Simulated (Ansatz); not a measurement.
**GeH$_{3}$···HF (doublet): density, localisation and related maps**

Input

```
crystal:
  periodic: [false, false, false]
  atoms:
    - { symbol: Ge, position_ang: [0.000562, 0.0, -0.285169] }
    - { symbol: F, position_ang: [-0.00118, 0.0, 2.60282] }
    - { symbol: H, position_ang: [1.46777, 0.0, -0.770413] }
    - { symbol: H, position_ang: [-0.733095, 1.270671, -0.77021] }
    - { symbol: H, position_ang: [-0.733095, -1.270671, -0.77021] }
    - { symbol: H, position_ang: [0.000637, 0.0, 3.524582] }
magnetization:
  spin_polarized: true
  initial_magnetization: 1
basis:
  gaussian: { orbitals: def2-TZVP }
hamiltonian:
  xc: pbe0
relax:
  f_tol: 0.03
  max_steps: 50
output:
  orbitals: {}
```

Command:

```sh
ansatz run input.yaml --threads 4 --pin off --max-ram 5120MiB --backend cpu --events-out ev --progress --plain --runs-dir out
```

The fields are those of the run's last geometry, not of the input's.

All numbers below come from Ansatz, UKS PBE0/def2-TZVP.

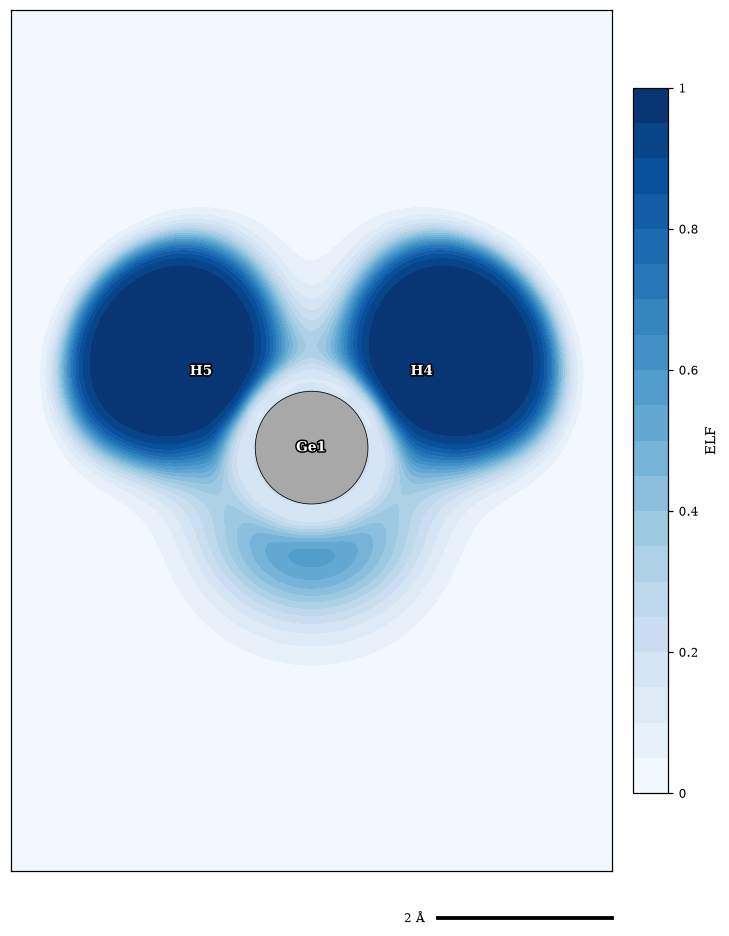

Figure 1. ELF on the plane of atoms H4, Ge1 and H5. Grey discs cover the atomic cores.

### What do the fields say about this system?

Atoms in the plane: Ge and H.
Ge–H (1.54 Å): the ELF climbs to about 1 towards the hydrogen.

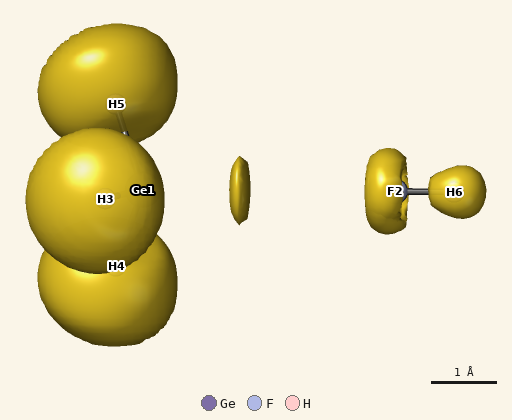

Figure 2. Isosurface of the electron localisation function at 0.85 (yellow), seen across its widest extent. Core shells and regions of very low density are left out.

### Describe the localisation domains.

The ELF exceeds this value in four regions around hydrogen nuclei, one lobe on Ge, pointing away from the bonds (non-bonding electrons) and one region wrapped around F (its valence shell).


Ge1···F2 (3.94 Å): the ELF dips to about 0 between them (a weak contact between the two molecules). F–H (0.92 Å): the ELF climbs to about 1 towards the hydrogen; an ordinary covalent bond to hydrogen.

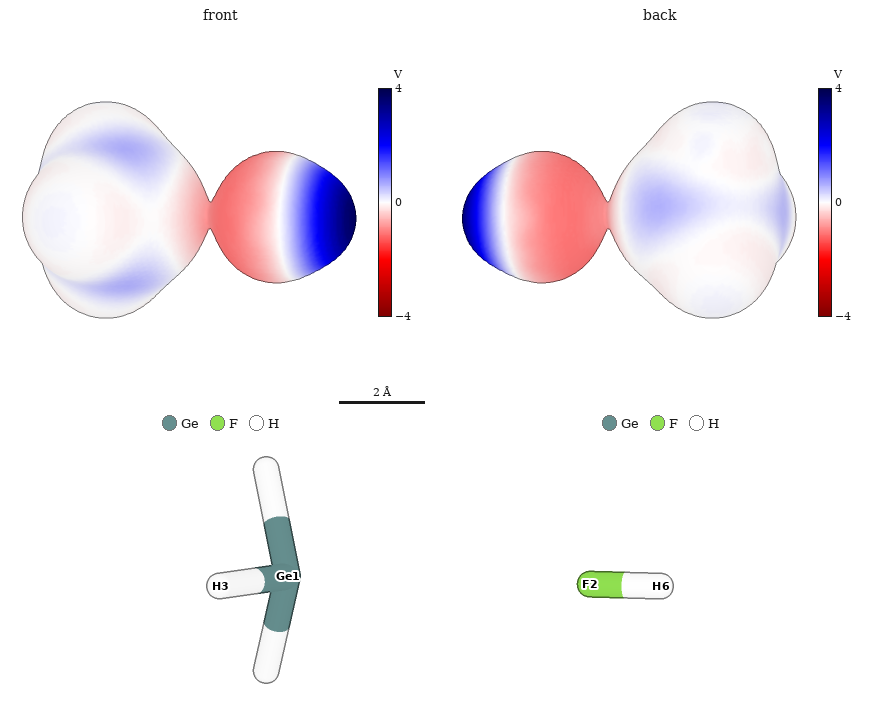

Figure 3. The electrostatic potential painted on the density surface at 0.002 e/bohr³, seen from the front and from behind; the colour scale runs from red (negative) to blue (positive). The bare structure is drawn below in the same view.

### Where is the surface potential most negative and most positive?

The most negative region (about −1.1 V, or −25 kcal/mol for a unit charge) lies over F2, the most positive (about +3.6 V, or +83 kcal/mol for a unit charge) over H6.
